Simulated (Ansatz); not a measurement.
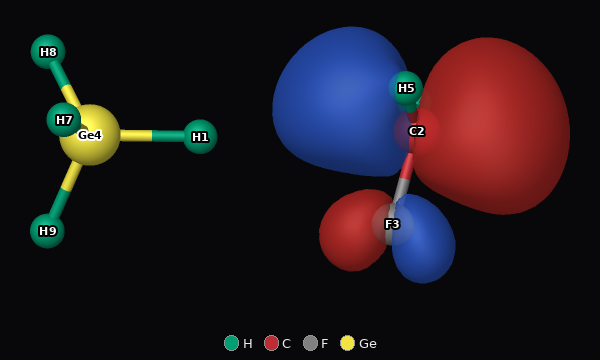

Figure 1: GeH₄···CH₂F (doublet). The LUMO (β) at ±0.1 Å⁻³ᐟ² (blue and red are the two phases), seen across its widest extent.

Method: Ansatz 0.2.0, UKS PBE0-D4/def2-mTZVP.

```xyz
9

H     0.0175   -0.1897    0.4257
C    -1.0447    0.7476   -2.2394
F    -0.5169   -0.4589   -2.4643
Ge    0.7781   -0.5173    1.7177
H    -0.3246    1.5512   -2.1506
H    -2.0056    0.7395   -1.7401
H     2.1862    0.0923    1.6511
H     0.0250    0.0751    2.9184
H     0.8849   -2.0398    1.8816
```

### Where does this orbital lie, and at what energy?

It lies mainly on C2 (about 70 %), F3 (about 15 %), H6 (about 5 %) and H5 (about 5 %). Its energy is −1.26 eV.
